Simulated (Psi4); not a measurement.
# ZrCl4 (zirconium tetrachloride) at TPSS/def2-SVP (core potential)

What is the energy change on altering one bond length of ZrCl4 (zirconium tetrachloride) at TPSS/def2-SVP (core potential)? 

The calculation is run with Psi4 1.11.

12 further runs of the same task are left out: 11 that didn't finish, 1 set aside as unsound or not needed.

**1. The system as given**

ZrCl4 has 5 atoms, charge 0, and is taken as a singlet. As SMILES, `Cl[Zr](Cl)(Cl)Cl`. The coordinates come from a PBE0-D4/def2-TZVP relaxation.

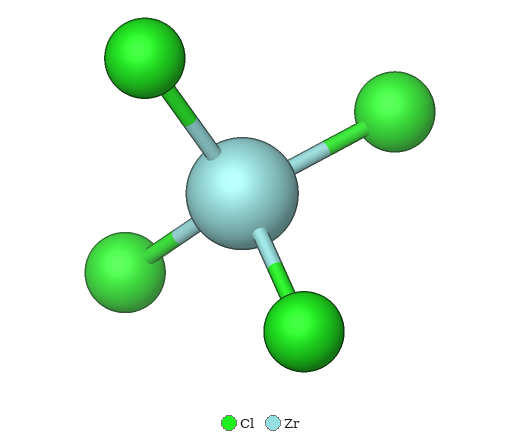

Viewed from a chosen angle; chlorine green, zirconium light teal.

**2. Energy and forces at TPSS/def2-SVP (core potential)**

Input file calc.inp:

```
memory 2200 mb

molecule m {
  0 1
  Cl
  Zr 1 r2
  Cl 2 r3 1 a3
  Cl 2 r4 1 a4 3 d4
  Cl 2 r5 4 a5 1 d5

  r2 = 2.315985
  r3 = 2.316005
  a3 = 109.47151
  r4 = 2.315974
  a4 = 109.46869
  d4 = 119.99964
  r5 = 2.315995
  a5 = 109.47064
  d5 = -119.9973
  symmetry c1
  no_reorient
  no_com
}

set {
  basis                def2-SVP
  puream               true
  e_convergence        1e-09
  d_convergence        1e-08
  scf_type             pk
  dft_radial_points    99
  dft_spherical_points 590
}

result, w = gradient('tpss', return_wfn=True)
oeprop(w, 'DIPOLE', 'MAYER_INDICES', 'WIBERG_LOWDIN_INDICES')
```

Launch:

```console
$ psi4 -i calc.inp -o calc.out -n 1
```

calc.out, cut to the lines that bear on the results:

```text
[...]
    !!!  WARNING: ECP capability is in beta. Please check occupations closely.  !!!
[...]
  Running in c1 symmetry.
[...]
  Nuclear repulsion =  429.068150233988888
[...]
  Multiplicity = 1
[...]
  Nalpha       = 40
  Nbeta        = 40
[...]
    Number of basis functions: 103
[...]
   @RKS iter   1: -1887.55819650948706   -5.17356e-01   5.01769e-03 ADIIS/DIIS
[...]
   @RKS iter  12: -1887.69017168131450    2.27374e-12   2.54039e-09 DIIS
[...]
    Orbital Energies [Eh]
    ---------------------
    Doubly Occupied:
       1A   -100.991038     2A   -100.990997     3A   -100.990991
       4A   -100.990988     5A     -9.265667     6A     -9.265644
       7A     -9.265637     8A     -9.265636     9A     -7.046957
      10A     -7.046938    11A     -7.046934    12A     -7.046932
      13A     -7.044683    14A     -7.044682    15A     -7.044667
      16A     -7.044665    17A     -7.044662    18A     -7.044650
      19A     -7.044649    20A     -7.044646    21A     -2.109289
      22A     -1.272211    23A     -1.272211    24A     -1.272210
      25A     -0.774998    26A     -0.765369    27A     -0.765365
      28A     -0.765365    29A     -0.370741    30A     -0.364161
      31A     -0.364157    32A     -0.364156    33A     -0.349109
      34A     -0.349108    35A     -0.329574    36A     -0.329573
[...]
  @RKS Final Energy: -1887.69017168131450
   => Energetics <=
    Nuclear Repulsion Energy =            429.0681502339888880
    One-Electron Energy =               -3475.2104456114147979
    Two-Electron Energy =                1277.5032238809860701
    DFT Exchange-Correlation Energy =    -119.0511001848748265
    Empirical Dispersion Energy =           0.0000000000000000
    VV10 Nonlocal Energy =                  0.0000000000000000
    Total Energy =                      -1887.6901716813144958
[...]
  -Total Gradient:
     Atom            X                  Y                   Z
    ------   -----------------  -----------------  -----------------
       1        0.000046246507    -0.000052418253     0.008685962162
       2        0.000003790769     0.000002516443     0.000001632793
       3        0.000004371793     0.008168050760    -0.002878699907
       4       -0.007105412022    -0.004082204801    -0.002856819554
       5        0.007053179883    -0.004130057133    -0.002930475469
[...]
 Multipole Moments:
 ------------------------------------------------------------------------------------
     Multipole            Electronic (a.u.)      Nuclear  (a.u.)        Total (a.u.)
 ------------------------------------------------------------------------------------
 L = 1.  Multiply by 2.5417464519 to convert [e a0] to [Debye]
 Dipole X            :         -0.0005965            0.0006308            0.0000344
 Dipole Y            :         -0.0008375            0.0008546            0.0000171
 Dipole Z            :          0.0010316           -0.0009466            0.0000850
 Magnitude           :                                                    0.0000932
[...]
```

Run time: 52 s. Hardware: 1 thread of Intel Xeon Platinum 8259CL at 2.50GHz (Skylake/Cascade Lake), shared host; peak memory 1.1 GiB.

**3. The distorted shape: a single-point energy at TPSS/def2-SVP (core potential)**

Input file cl4zr.json:

```json
{
  "schema_name": "qcschema_input",
  "schema_version": 1,
  "molecule": {
    "schema_name": "qcschema_molecule",
    "schema_version": 2,
    "symbols": ["Cl", "Zr", "Cl", "Cl", "Cl"],
    "geometry": [0.38233317, -0.31422933, 4.61037994, 0.59018415, 0.12191946, 0.26055166, 3.5105291, -2.71119574, -1.35183826, -3.93393736, -0.81273341, -1.73714964, 1.81143855, 4.20393576, -0.73958589],
    "molecular_charge": 0,
    "molecular_multiplicity": 1,
    "fix_symmetry": "c1"
  },
  "driver": "energy",
  "model": {
    "method": "tpss",
    "basis": "def2-SVP"
  },
  "keywords": {
    "reference": "rks",
    "puream": true,
    "e_convergence": 1e-09,
    "d_convergence": 1e-08,
    "scf_type": "pk",
    "dft_radial_points": 99,
    "dft_spherical_points": 590,
    "scf_properties": ["MULLIKEN_CHARGES", "QUADRUPOLE", "MAYER_INDICES"]
  }
}
```

Launch:

```console
$ psi4 --qcschema cl4zr.json -n 1 --memory 2200MB
```

stdout, cut to the lines that bear on the results:

```text
[...]
    !!!  WARNING: ECP capability is in beta. Please check occupations closely.  !!!
[...]
  Running in c1 symmetry.
[...]
  Nuclear repulsion =  414.386545332530488
[...]
  Multiplicity = 1
[...]
  Nalpha       = 40
  Nbeta        = 40
[...]
    Number of basis functions: 103
[...]
   @RKS iter   1: -1887.54498778940228   -5.42765e-01   4.84441e-03 ADIIS/DIIS
[...]
   @RKS iter  13: -1887.67153557754636   -2.50111e-12   9.10203e-10 DIIS
[...]
  @RKS Final Energy: -1887.67153557754636
   => Energetics <=
    Nuclear Repulsion Energy =            414.3865453325304884
    One-Electron Energy =               -3445.7297828598689193
    Two-Electron Energy =                1262.6516581027087796
    DFT Exchange-Correlation Energy =    -118.9799561529169978
    Empirical Dispersion Energy =           0.0000000000000000
    VV10 Nonlocal Energy =                  0.0000000000000000
    Total Energy =                      -1887.6715355775463649
[...]
 Multipole Moments:
 ------------------------------------------------------------------------------------
     Multipole            Electronic (a.u.)      Nuclear  (a.u.)        Total (a.u.)
 ------------------------------------------------------------------------------------
 L = 1.  Multiply by 2.5417464519 to convert [e a0] to [Debye]
 Dipole X            :          3.4742339           -2.8487164            0.6255175
 Dipole Y            :          0.7174391           -0.5882045            0.1292347
 Dipole Z            :          1.5327021           -1.2565056            0.2761966
 Magnitude           :                                                    0.6958867
 L = 2.  Multiply by 1.3450342976 to convert [e a0^2] to [Debye ang]
 Quadrupole XX       :       -576.3352822          517.8651623          -58.4701199
 Quadrupole XY       :        -17.9337226           17.2819099           -0.6518126
[...]
  Mulliken Charges: (a.u.)
   Center  Symbol    Alpha    Beta     Spin     Total
       1    CL     8.58826  8.58826  0.00000 -0.17652
       2    ZR     5.58298  5.58298  0.00000  0.83404
       3    CL     8.58827  8.58827  0.00000 -0.17654
       4    CL     8.65222  8.65222  0.00000 -0.30445
       5    CL     8.58827  8.58827  0.00000 -0.17653
   Total alpha = 40.00000, Total beta = 40.00000, Total charge = -0.00000
  Mayer Bond Indices:
[...]
```

The result, in JSON:

```text
{
 "driver": "energy",
 "model": {
  "method": "tpss",
  "basis": "def2-SVP"
 },
 "success": true,
 "return_result": -1887.6715355775464,
 "properties": {
  "calcinfo_nbasis": 103,
  "calcinfo_nmo": 103,
  "calcinfo_nalpha": 40,
  "calcinfo_nbeta": 40,
  "calcinfo_natom": 5,
  "nuclear_repulsion_energy": 414.3865453325305,
  "return_energy": -1887.6715355775464,
  "scf_one_electron_energy": -3445.729782859869,
  "scf_two_electron_energy": 1262.6516581027088,
  "scf_xc_energy": -118.979956152917,
  "scf_dipole_moment": [0.6255175220598481, 0.12923465417757574, 0.2761965653918006],
  "scf_total_energy": -1887.6715355775464,
  "scf_iterations": 13
 }
}
```

It took 42 s on 1 thread of Intel Xeon Platinum 8259CL at 2.50GHz (Skylake/Cascade Lake), shared host; peak memory 1.1 GiB.

**4. Results**

Level: TPSS/def2-SVP (core potential).

| quantity | value |
| --- | --- |
| first shape: total energy | -1887.69017 Eh |
| first shape: dipole moment | 0.00 D |
| first shape: HOMO energy | -8.48 eV |
| first shape: LUMO energy | -3.33 eV |
| first shape: HOMO–LUMO gap | 5.15 eV |
| first shape: largest force on an atom | 0.447 eV/Å |
| distorted shape: total energy | -1887.67154 Eh |
| distorted shape: dipole moment | 1.77 D |
| distorted shape: HOMO energy | -7.66 eV |
| distorted shape: LUMO energy | -3.81 eV |
| distorted shape: HOMO–LUMO gap | 3.84 eV |
| energy change with the Zr2–Cl4 bond stretched from 2.316 to 2.663 Å | 0.507 eV |

**Reading.** With the Zr2–Cl4 bond stretched from 2.316 to 2.663 Å the energy rises by 0.51 eV (48.9 kJ/mol). The first shape isn't relaxed at this level, so the change isn't measured from a minimum. The largest force (first shape) is 0.45 eV/Å: the shape isn't a stationary point for this species at this level.
